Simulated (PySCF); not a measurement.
Consider C6H11Si (doublet).

```yaml
atoms:
  - { symbol: C, position_ang: [-2.7469, 0.5373, 0.4788] }
  - { symbol: C, position_ang: [-2.3579, -0.4494, -0.3126] }
  - { symbol: C, position_ang: [-1.3709, -1.4848, 0.0672] }
  - { symbol: Si, position_ang: [0.3727, -0.9577, -0.5857] }
  - { symbol: C, position_ang: [0.7396, 0.8953, -0.6606] }
  - { symbol: C, position_ang: [1.4453, 0.1652, 0.5110] }
  - { symbol: C, position_ang: [2.9514, 0.1445, 0.4733] }
  - { symbol: H, position_ang: [-2.3848, 0.6252, 1.4907] }
  - { symbol: H, position_ang: [-3.4452, 1.2892, 0.1540] }
  - { symbol: H, position_ang: [-2.7290, -0.5083, -1.3279] }
  - { symbol: H, position_ang: [-1.3067, -1.5821, 1.1507] }
  - { symbol: H, position_ang: [-1.6417, -2.4521, -0.3505] }
  - { symbol: H, position_ang: [-0.0232, 1.6118, -0.3782] }
  - { symbol: H, position_ang: [1.4115, 1.3086, -1.4002] }
  - { symbol: H, position_ang: [1.0677, 0.4395, 1.4935] }
  - { symbol: H, position_ang: [3.3551, 1.1298, 0.7109] }
  - { symbol: H, position_ang: [3.3043, -0.1395, -0.5157] }
  - { symbol: H, position_ang: [3.3500, -0.5660, 1.1957] }
```

Geometry: GFN2-xTB.

Method: PySCF 2.14.0, density-fitted response routines, UKS B3LYP, pcH-1 on C H Si, non-relativistic, mean-field spin-orbit, GIAO.

**What can the converged electron density, electron localisation function and spin density tell about the bonding?**

C–H (1.08 Å): ρ is about 2.1 e/Å³ halfway; the ELF climbs to about 1 towards the hydrogen, as it does in any bond to H.
C–C (1.51 Å): ρ is about 1.6 e/Å³ halfway; the ELF peaks at about 0.95 between the atoms; a shared electron pair.
The unpaired spin (1 electron) lies mostly on Si4 (about 0.7) and C3 (about 0.1), in electrons by Hirshfeld's partition.

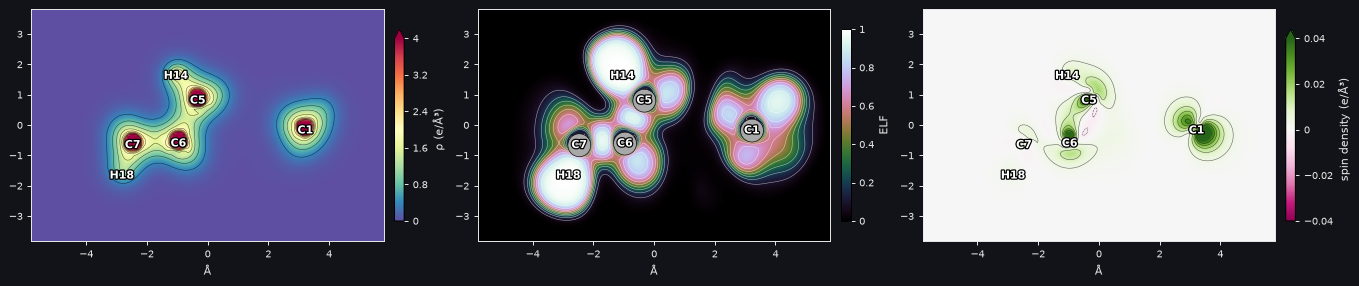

Computed electron density, electron localisation function and spin density on the plane of atoms C5, C6 and C7, in this order. Grey discs cover the atomic cores in the ELF map. 
